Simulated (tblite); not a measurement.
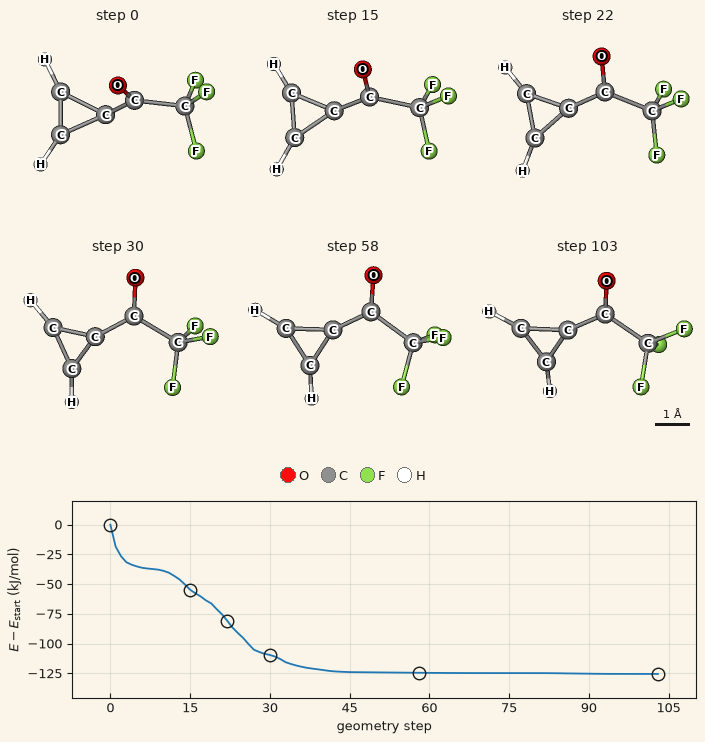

Frames of a relaxation of C5H2F3O (multiplicity 2), marked on the history of the run. Style: ball-and-stick. Shown at a tilt.

Level of theory: GFN2-xTB geometry optimisation, gas phase (tblite). 

What happens along the run?

Answer. After 103 geometry steps the energy has fallen by 125.5 kJ/mol. An H atom moves most after the best rigid fit: 1.82 Å. By element the largest moves are H 1.82 Å, O 1.20 Å, F 1.01 Å, C 0.82 Å. Among the contacts that change: C–C 1.516 → 1.389 Å, C–F 1.383 → 1.326 Å, C–C 1.491 → 1.434 Å, C–C 1.507 → 1.551 Å. Among the angles between lasting bonds that change: C–C–C 116.0° → 152.6°, C–C–C 118.3° → 151.9°, F–C–F 113.1° → 105.5°. From step 0 to 15: the O atom moves most (0.56 Å), energy −54.7 kJ/mol. From step 15 to 22: an H atom moves most (0.47 Å), energy −26.1 kJ/mol. From step 22 to 30: an H atom moves most (0.62 Å), energy −28.7 kJ/mol. From step 30 to 58: an H atom moves most (0.49 Å), energy −15.0 kJ/mol. From step 58 to 103: F atoms move most (0.50 Å), energy −0.98 kJ/mol.
